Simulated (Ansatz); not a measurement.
Reaction (SMILES): C#C (C2H2) → 2 C atom + 2 H atom
B3LYP-D3(BJ)/def2-TZVP geometries, fixed; electronic energies without zero-point terms.
Largest species:
```xyz
4

C      0.0000     0.0000    -0.5984
C      0.0000     0.0000     0.5984
H      0.0000     0.0000     1.6611
H      0.0000     0.0000    -1.6611
```
Charge 0, spin multiplicity 1.

Basis-set convergence of the atomisation energy at HF with Ansatz (an electronic-structure program). Cartesian d functions, on some or all atoms, in 6-31G*; all else is spherical. Open shells are unrestricted. No added dispersion term, no relativity. Functions are those of the species that has most. Reference: the value in aug-pcseg-3, 294.88 kcal/mol, itself unsure by roughly 0.60 kcal/mol (its mean distance from aug-cc-pVQZ, def2-QZVPPD, pcseg-3). Deviations are taken from unrounded values.

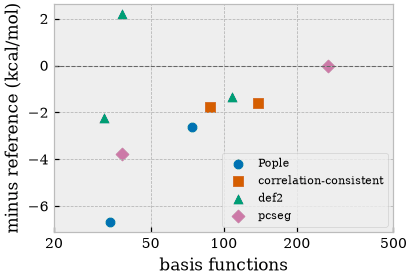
Deviation from the reference against the number of basis functions, by family of sets.

| basis | functions | atomisation energy (kcal/mol) | minus reference (kcal/mol) |
|---|---|---|---|
| def2-SV(P) | 32 | 292.64 | -2.25 |
| 6-31G* | 34 | 288.21 | -6.67 |
| def2-SVP | 38 | 297.08 | 2.20 |
| pcseg-1 | 38 | 291.11 | -3.78 |
| 6-311++G(2d,2p) | 74 | 292.26 | -2.63 |
| cc-pVTZ | 88 | 293.13 | -1.75 |
| def2-TZVPPD | 108 | 293.56 | -1.32 |
| aug-cc-pVTZ | 138 | 293.29 | -1.59 |
| aug-pcseg-3 | 268 | 294.88 | 0.00 |
